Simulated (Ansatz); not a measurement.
Cl2F2SW (SMILES [F][W]([F])(=[S])([Cl])[Cl])

```yaml
atoms:
  - { symbol: Cl, position_ang: [0.7457, 1.7648, -1.1471] }
  - { symbol: Cl, position_ang: [-1.7853, 1.1257, 0.7295] }
  - { symbol: F, position_ang: [-0.1080, -0.9848, 1.6369] }
  - { symbol: F, position_ang: [1.8385, -0.4931, 0.1939] }
  - { symbol: S, position_ang: [-0.7253, -1.3501, -1.4382] }
  - { symbol: W, position_ang: [0.0343, -0.0625, 0.0250] }
```

Geometry: PBE0-D4/def2-SVP; core potentials replace the inner electrons of W.

Theory: isolated molecule in a Gaussian basis; Kohn-Sham density functional theory, functional PBE0 in Ansatz 0.2.0.

What can the converged electron density and electron localisation function tell about the bonding?

W–F (1.86 Å): ρ at the midpoint is about 1.1 e/Å³; the ELF peaks at about 0.80 in the valence shell of F, 0.5 Å from its nucleus, and drops to about 0.25 between the two atoms.
W–S (2.09 Å): ρ is about 1.2 e/Å³ halfway; the ELF peaks at about 0.75 in the valence shell of S, 0.8 Å from its nucleus, and is about 0.50 at the midpoint.
W–Cl (2.28 Å): ρ is about 0.72 e/Å³ halfway; the ELF peaks at about 0.85 in the valence shell of Cl, 0.8 Å from its nucleus, and is about 0.40 at the midpoint.

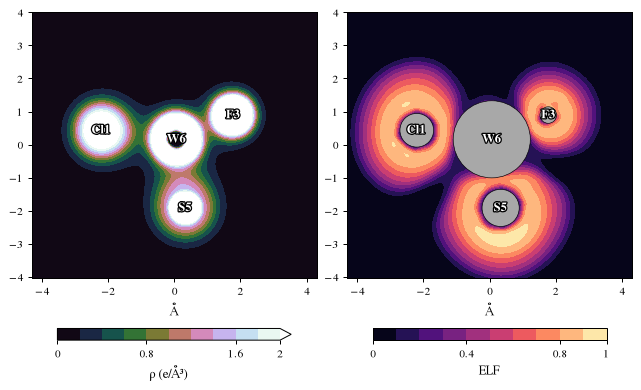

Computed electron density and electron localisation function on the plane of atoms Cl1, W6 and S5, in this order. Grey discs cover the atomic cores in the ELF map. 
